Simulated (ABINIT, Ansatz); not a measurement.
# CdS (Hawleyite): the LO frequency by hand

Wanted: the LO mode of CdS (Hawleyite) from the TO mode and the field response.

Method: DFT LDA, scalar-relativistic, plane waves, PseudoDojo norm-conserving pseudopotentials, in ABINIT 10.8.3.

### 1. The relaxed structure

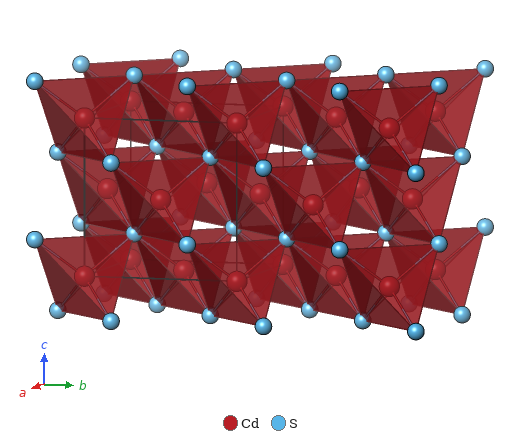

Start, viewed slightly off an axis; cadmium red, sulfur blue. 1×2×1 cells are drawn. This picture shows the conventional cell, with its axes. Some periodic images of atoms are drawn too.

This is the cell after its relaxation at this level of theory, not the database cell from which that began.

### 2. What the response run gave

A linear-response run on the relaxed cell, with the response to an electric field; only its zone-centre results are used. Cutoff 57 Ha, k mesh 6×6×6 with shifts.

Numbers of over 12 decimals in the logs are rounded to 6 here.

Log:

```text
[banners, grids, parts of the stress and lines that vanish by symmetry left out]
- input  file    -> dfpt_gamma.abi
- output file    -> dfpt_gamma.abo
- root for input  files -> dfpt_gammai
[...]
DATASET    1 : space group F-4 3 m (#216); Bravais cF (face-center cubic)
[...]
nfft =      157464          nkpt =         432
[...]
DATASET    2 : space group F-4 3 m (#216); Bravais cF (face-center cubic)
[...]
nfft =      157464          nkpt =         432
[...]
== DATASET  1 ==================================================================
[...]
cutoff_energies: {ecut:  57.0, pawecutdg:  -1.0, }
[...]
- 16.00000   6.00000  180309                  znucl, zion, pspdat
[...]
Perturbation : derivative vs k along direction   1
[...]
-ETOT  1  -25.894288883214     -2.589E+01 4.832E+01 0.000E+00
 ETOT  2  -26.214723950514     -3.204E-01 2.633E+00 0.000E+00
 ETOT  3  -26.235569189330     -2.085E-02 5.325E-02 0.000E+00
 ETOT  4  -26.238795412865     -3.226E-03 2.162E-01 0.000E+00
 ETOT  5  -26.239568922467     -7.735E-04 4.939E-03 0.000E+00
[...]
At SCF step   45   max residual=  1.00E-20 < tolwfr=  1.00E-20 =>converged.
[...]
Perturbation : derivative vs k along direction   2
[...]
-ETOT  1  -25.894288882851     -2.589E+01 4.832E+01 0.000E+00
[...]
At SCF step   45   max residual=  1.00E-20 < tolwfr=  1.00E-20 =>converged.
[...]
Perturbation : derivative vs k along direction   3
[...]
-ETOT  1  -25.894288882489     -2.589E+01 4.832E+01 0.000E+00
[...]
At SCF step   45   max residual=  1.00E-20 < tolwfr=  1.00E-20 =>converged.
[...]
1        1       1.1488004577   -0.0000000000
     1        2      -0.5744002289    0.0000000000
     1        3      -0.5744002289   -0.0000000000
     2        1      -0.5744002289    0.0000000000
     2        2       1.1488004577   -0.0000000000
     2        3       0.5744002289   -0.0000000000
     3        1      -0.5744002289   -0.0000000000
     3        2       0.5744002289   -0.0000000000
     3        3       1.1488004577    0.0000000000
[...]
== DATASET  2 ==================================================================
[...]
cutoff_energies: {ecut:  57.0, pawecutdg:  -1.0, }
[...]
Perturbation : displacement of atom   1   along direction   1
[...]
-ETOT  1   17.621150144675     -2.472E+04 2.665E+02 2.836E+03
[...]
At SCF step   20       vres2   =  2.30E-12 < tolvrs=  1.00E-10 =>converged.
[...]
At SCF step   21       vres2   =  1.41E-11 < tolvrs=  1.00E-10 =>converged.
[...]
-ETOT  1   7.469353     -7.918E+01 2.155E+02 5.186E+04
[...]
ETOT 19  0.653760     -3.025E-11 2.589E-10 9.014E-10
 ETOT 20  0.653760     -1.343E-11 1.774E-10 7.981E-11
 At SCF step   20       vres2   =  7.98E-11 < tolvrs=  1.00E-10 =>converged.
[...]
Dielectric tensor, in cartesian coordinates,
[...]
1    4   1    4         6.5932700156        -0.0000000000
   1    4   2    4        -0.0000000000        -0.0000000000
   1    4   3    4        -0.0000000000        -0.0000000000
   2    4   1    4        -0.0000000000        -0.0000000000
   2    4   2    4         6.5932700156        -0.0000000000
   2    4   3    4        -0.0000000000        -0.0000000000
   3    4   1    4        -0.0000000000        -0.0000000000
   3    4   2    4        -0.0000000000        -0.0000000000
   3    4   3    4         6.5932700156        -0.0000000000
  Effective charges, in cartesian coordinates,
[...]
1    1   1    4         2.1338532456         0.0000000000
   2    1   1    4         0.0000000000         0.0000000000
   3    1   1    4        -0.0000000000         0.0000000000
   1    2   1    4        -2.1338890212         0.0000000000
   2    2   1    4         0.0000000000         0.0000000000
[...]
Effective charges, in cartesian coordinates,
[...]
Rigid-atom elastic tensor , in cartesian coordinates,
[...]
Rigid-atom proper piezoelectric tensor, in cartesian coordinates,
[...]
2    4   2    6         0.0112002477         0.0000000000
   2    4   3    6         0.0000000000         0.0000000000
   3    4   1    5         0.0000000000         0.0000000000
   3    4   2    5         0.0000000000         0.0000000000
   3    4   3    5         0.0000000000         0.0000000000
   3    4   1    6         0.0000000000         0.0000000000
   3    4   2    6         0.0000000000         0.0000000000
   3    4   3    6         0.0112002374         0.0000000000
  Phonon wavevector (reduced coordinates) :  0.00000  0.00000  0.00000
 Phonon energies in Hartree :
[...]
Phonon frequencies in cm-1    :
-  1.906437E+00  1.906437E+00  1.906437E+00  2.442570E+02  2.442570E+02
-  2.442570E+02
  Phonon at Gamma, with non-analyticity in the
[...]
Phonon energies in Hartree :
[...]
Phonon frequencies in cm-1    :
-  1.906437E+00  1.906437E+00  1.906444E+00  2.442570E+02  2.442570E+02
-  2.969826E+02
  Phonon at Gamma, with non-analyticity in the
[...]
Phonon energies in Hartree :
[...]
Phonon frequencies in cm-1    :
-  1.906437E+00  1.906437E+00  1.906444E+00  2.442570E+02  2.442570E+02
-  2.969826E+02
  Phonon at Gamma, with non-analyticity in the
[...]
Phonon energies in Hartree :
[...]
Phonon frequencies in cm-1    :
-  1.906437E+00  1.906437E+00  1.906444E+00  2.442570E+02  2.442570E+02
-  2.969826E+02
[...]
fcart2     0.0000000000E+00  0.0000000000E+00  0.0000000000E+00
           strten2     0.0000000000E+00  0.0000000000E+00  0.0000000000E+00
================================================================================
```

```csv
quantity,value
cell volume Ω (Å³),47.730
mass of Cd (u),112.414
mass of S (u),32.060
"Born charge of Cd, raw (e)",2.134
"Born charge of S, raw (e)",-2.134
ε∞,6.593
ω(TO) after the sum rule (cm⁻¹),244.2
```

### 3. The calculation

The charges must sum to zero over the cell; taking off their mean, 0.000 e, leaves Z* = 2.134 e on Cd. In the polar mode Cd moves against S, so the reduced mass is μ = 112.41 × 32.06 / 144.47 = 24.946 u.

A longitudinal wave builds up a field that adds to the restoring force: ω(LO)² = ω(TO)² + 4π Z*² / (μ Ω ε∞), in Hartree atomic units. With μ = 45473 electron masses and Ω = 322.10 bohr³ the second term is 5.9253e-07 Ha², or 28542 cm⁻² (1 Ha = 219474.6 cm⁻¹).

So ω(LO) = √(59658 + 28542) = 297.0 cm⁻¹, and by the Lyddane-Sachs-Teller relation ε₀ = ε∞ (ω(LO)/ω(TO))² = 9.75.

### 4. Check against the program

The analysis program adds the same non-analytic term to the full matrix.

Log:

```text
[banners, grids, parts of the stress and lines that vanish by symmetry left out]
-outvars_anaddb: echo values of input variables ----------------------

 Flags :
[...]
Dielectric Tensor and Effective Charges
[...]
Effective charge tensors after
[...]
Phonon wavevector (reduced coordinates) :  0.00000  0.00000  0.00000
 Phonon energies in Hartree :
[...]
Phonon energies in meV     :
-  0.000000E+00  0.000000E+00  0.000000E+00  3.028374E+01  3.028374E+01
-  3.028374E+01
 Phonon frequencies in cm-1    :
-  0.000000E+00  0.000000E+00  0.000000E+00  2.442548E+02  2.442548E+02
-  2.442548E+02
 Phonon frequencies in Thz     :
-  0.000000E+00  0.000000E+00  0.000000E+00  7.322575E+00  7.322575E+00
-  7.322575E+00
 Phonon energies in Kelvin  :
-  0.000000E+00  0.000000E+00  0.000000E+00  3.514282E+02  3.514282E+02
-  3.514282E+02
[...]
-  1  0.00000000E+00  0.00000000E+00  1.94859075E-03
-     0.00000000E+00  0.00000000E+00  0.00000000E+00
-  2  0.00000000E+00  0.00000000E+00  1.94858982E-03
-     0.00000000E+00  0.00000000E+00  0.00000000E+00
[...]
-  1  0.00000000E+00 -1.94859075E-03  0.00000000E+00
-     0.00000000E+00  0.00000000E+00  0.00000000E+00
-  2  0.00000000E+00 -1.94858982E-03  0.00000000E+00
-     0.00000000E+00  0.00000000E+00  0.00000000E+00
[...]
-  1  1.94859075E-03  0.00000000E+00  0.00000000E+00
-     0.00000000E+00  0.00000000E+00  0.00000000E+00
-  2  1.94858982E-03  0.00000000E+00  0.00000000E+00
-     0.00000000E+00  0.00000000E+00  0.00000000E+00
[...]
-  1  0.00000000E+00  0.00000000E+00 -1.04073083E-03
-     0.00000000E+00  0.00000000E+00  0.00000000E+00
-  2  0.00000000E+00  0.00000000E+00  3.64840170E-03
-     0.00000000E+00  0.00000000E+00  0.00000000E+00
[...]
-  1  0.00000000E+00 -1.04073083E-03  0.00000000E+00
-     0.00000000E+00  0.00000000E+00  0.00000000E+00
-  2 -1.09511891E-07  3.64840169E-03  0.00000000E+00
-     0.00000000E+00  0.00000000E+00  0.00000000E+00
[...]
-  1  1.04073083E-03  0.00000000E+00  0.00000000E+00
-     0.00000000E+00  0.00000000E+00  0.00000000E+00
-  2 -3.64840169E-03 -1.09513768E-07  0.00000000E+00
-     0.00000000E+00  0.00000000E+00  0.00000000E+00
[...]
-     1          0.000000     0.000000     0.000001     0.000001
-     2          0.000000    -0.000001     0.000000     0.000001
-     3          0.000001     0.000000     0.000000     0.000001
-     4          0.000072    -0.000050    -2.637367     2.637367
-     5          0.000079    -2.637367     0.000050     2.637367
-     6          2.637367     0.000079     0.000072     2.637367
[...]
-   1     Real    0.0000E+00  0.0000E+00  0.0000E+00  0.0000E+00  0.0000E+00  0.0000E+00  0.0000E+00
[...]
-     0.00000000E+00  0.00000000E+00  0.00000000E+00
-  2  0.00000000E+00  0.00000000E+00  1.94858982E-03
-     0.00000000E+00  0.00000000E+00  0.00000000E+00
[...]
Phonon at Gamma, with non-analyticity in the
[...]
Phonon energies in Hartree :
[...]
Phonon energies in meV     :
-  0.000000E+00  0.000000E+00  0.000000E+00  3.028374E+01  3.028374E+01
-  3.682087E+01
 Phonon frequencies in cm-1    :
-  0.000000E+00  0.000000E+00  0.000000E+00  2.442548E+02  2.442548E+02
-  2.969804E+02
 Phonon frequencies in Thz     :
-  0.000000E+00  0.000000E+00  0.000000E+00  7.322575E+00  7.322575E+00
-  8.903247E+00
 Phonon energies in Kelvin  :
-  0.000000E+00  0.000000E+00  0.000000E+00  3.514282E+02  3.514282E+02
-  4.272885E+02
[...]
Phonon at Gamma, with non-analyticity in the
[...]
Phonon energies in Hartree :
[...]
Phonon energies in meV     :
-  0.000000E+00  0.000000E+00  0.000000E+00  3.028374E+01  3.028374E+01
-  3.682087E+01
 Phonon frequencies in cm-1    :
-  0.000000E+00  0.000000E+00  0.000000E+00  2.442548E+02  2.442548E+02
-  2.969804E+02
 Phonon frequencies in Thz     :
-  0.000000E+00  0.000000E+00  0.000000E+00  7.322575E+00  7.322575E+00
-  8.903247E+00
 Phonon energies in Kelvin  :
-  0.000000E+00  0.000000E+00  0.000000E+00  3.514282E+02  3.514282E+02
-  4.272885E+02
[...]
-  1  1.87010945E-06 -1.94858148E-03 -5.70434478E-06
-     0.00000000E+00  0.00000000E+00  0.00000000E+00
-  2  1.87000794E-06 -1.94858065E-03 -5.70444267E-06
-     0.00000000E+00  0.00000000E+00  0.00000000E+00
[...]
-  1  1.94858933E-03  1.86594435E-06  1.41006796E-06
-     0.00000000E+00  0.00000000E+00  0.00000000E+00
-  2  1.94858850E-03  1.86604405E-06  1.41016788E-06
-     0.00000000E+00  0.00000000E+00  0.00000000E+00
[...]
-  1  1.35069238E-04  6.59017204E-04 -7.94086443E-04
-     0.00000000E+00  0.00000000E+00  0.00000000E+00
-  2 -4.73500760E-04 -2.31026066E-03  2.78376142E-03
-     0.00000000E+00  0.00000000E+00  0.00000000E+00
[...]
-  1  8.38949782E-04 -5.36448282E-04 -3.02501499E-04
-     0.00000000E+00  0.00000000E+00  0.00000000E+00
-  2 -2.94103502E-03  1.88058120E-03  1.06045382E-03
-     0.00000000E+00  0.00000000E+00  0.00000000E+00
[...]
Direction                     Dielectric constant
[...]
Elastic Tensor (clamped ion) (unit:10^2GP):
[...]
Elastic Tensor (relaxed ion) (unit:10^2GP):
[...]
Calculation of the tensor related to piezoelectric effetc
[...]
Proper piezoelectric constants (clamped ion) (unit:c/m^2)
[...]
Increase cutoff energy or k-points sampling.
[...]
Proper piezoelectric constants (relaxed ion) (unit:c/m^2)
[...]
-0.00000000     -0.30299029     -0.00000000
      0.00000000     -0.00000000     -0.30299556
-
```

```
    quantity  by hand  program
ω(LO) (cm⁻¹)    297.0    297.0
          ε₀     9.75     9.75
```

### 5. Results

| Item | Value |
| --- | --- |
| TO mode | 244.2 cm⁻¹ |
| LO mode | 297.0 cm⁻¹ |
| static dielectric constant | 9.747 |

In words: The LO mode of CdS (Hawleyite) lies at 297 cm⁻¹, 53 cm⁻¹ above the TO mode; the formula meets the program within 0.1 cm⁻¹, as it must for a cubic crystal with one polar mode. ω(LO)² − ω(TO)² goes with Z*²/ε∞: an error of 5 % in ε∞ would move the LO mode by 2.3 cm⁻¹, and semilocal functionals tend to overestimate ε∞. These are harmonic values at zero temperature, at the volume of this functional, for the structure held cubic; stability elsewhere in the zone is no part of this calculation.

[Host names and launcher messages were left out of these logs when they were recorded.]

[Logs are printed without paths, hosts, clocks, repeated set-up lines and the standing remarks that a program may print on its own settings, such as how far it seeks lower states.]

[Hosts, paths, dates, database ids (printed as entryN), source tags and the programs' standing remarks are cut or masked in the printed files.]
